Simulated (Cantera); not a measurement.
Input: 1 mol SiF4, 3.9 mol N2, 5.2 mol NH3, at 130 Pa.

Cantera equilibrium calculation (NASA polynomials, part measured and part estimated; ideal gas, pure solids and liquids). Candidate condensed phases: Si, Si3N4; 37 gas species. The tables' values for SiF3, SiF2 are old estimates; treat these amounts as uncertain. Kinetics and transport are ignored.

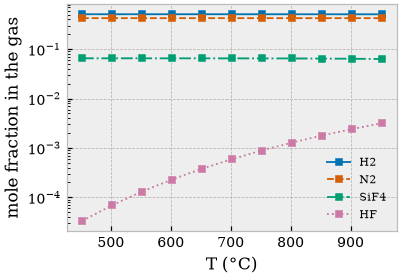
Equilibrium gas composition (values under 1e-9 drawn at 1e-9)

**Question.** Read off the mole fractions at 802 °C.

**Answer.** H2 about 0.51, N2 about 0.42, SiF4 about 0.065, HF about 0.0013.
